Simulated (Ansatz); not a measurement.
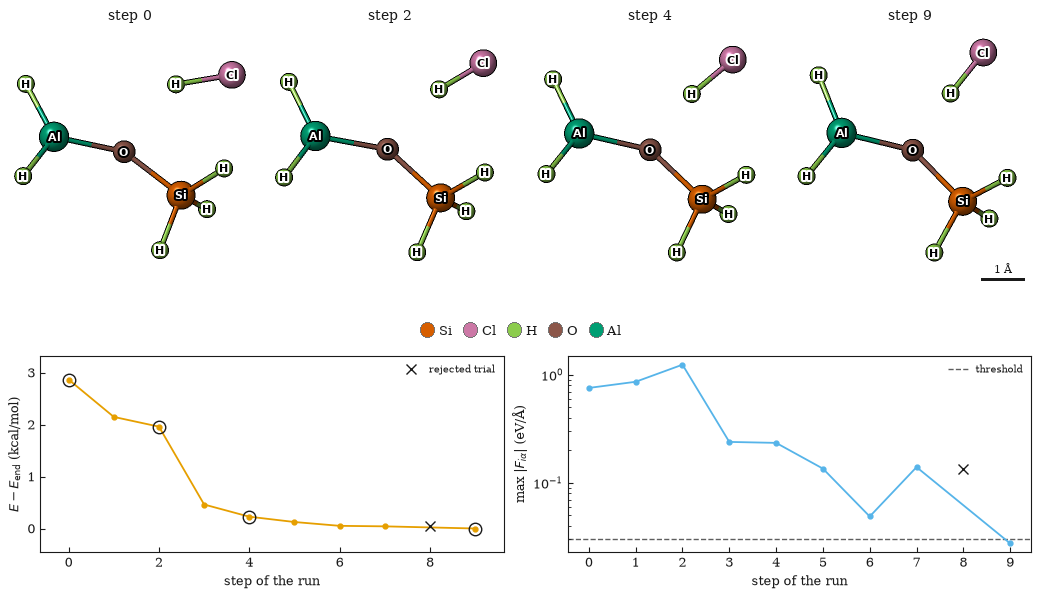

Frames of a relaxation of AlSiH6OCl, marked on the history of the run. Style: ball-and-stick. Shown at a tilt.

The run prepares an end point of a later path (reaction) calculation, from a guessed geometry.

All numbers below come from Ansatz 0.2.0, RKS PBE/def2-SVP.

Input
```yaml
crystal:
  periodic: [false, false, false]
  atoms:
    - { symbol: Si, position_ang: [-0.207462, -0.185551, -0.402282] }
    - { symbol: Cl, position_ang: [-0.243402, 0.991799, 2.720943] }
    - { symbol: H, position_ang: [0.777258, -0.937988, 0.439937] }
    - { symbol: H, position_ang: [0.114262, 1.278431, -0.433627] }
    - { symbol: H, position_ang: [-0.140087, -0.719753, -1.812911] }
    - { symbol: O, position_ang: [-1.776143, -0.409781, 0.165656] }
    - { symbol: Al, position_ang: [-3.286715, -1.216094, -0.038024] }
    - { symbol: H, position_ang: [-3.421583, -2.294676, -1.204469] }
    - { symbol: H, position_ang: [-4.435024, -0.804196, 0.981155] }
    - { symbol: H, position_ang: [-1.343603, 0.559609, 2.09602] }
basis:
  gaussian: { orbitals: def2-SVP }
hamiltonian:
  xc: pbe
relax:
  f_tol: 0.03
  max_steps: 50
output:
  orbitals: {}
```

Run as
```bash
ansatz run input.yaml --threads 2 --pin off --max-ram 3072MiB --backend cpu --events-out ev --progress --plain --runs-dir out
```

What happens along the run?

The largest move after the best rigid fit is that of Cl2, 0.87 Å. By element the largest moves are Cl 0.87 Å, H 0.36 Å, Al 0.21 Å, O 0.20 Å, Si 0.17 Å. Among the contacts that change: O6–Al7 1.724 → 1.742 Å, Cl2–H10 1.337 → 1.324 Å, Si1–O6 1.683 → 1.694 Å, Si1–H5 1.510 → 1.505 Å. Among the angles between lasting bonds that change: Si1–O6–Al7 147.0° → 141.6°. Over 8 accepted moves (9 points after the start) the energy falls by 2.87 kcal/mol. The largest force component goes from 0.76 to 0.027 eV/Å. The line search rejected the trial step at point 8 of the run. From step 0 to 2: Cl2 moves most (0.37 Å), energy −0.91 kcal/mol. From step 2 to 4: Cl2 moves most (0.26 Å), energy −1.73 kcal/mol. From step 4 to 9: Cl2 moves most (0.29 Å), energy −0.23 kcal/mol.

Limits of the set-up: the start holds two separate molecules, 2.2 Å apart at their closest, whose relative position is a soft coordinate and is computed without a dispersion correction.
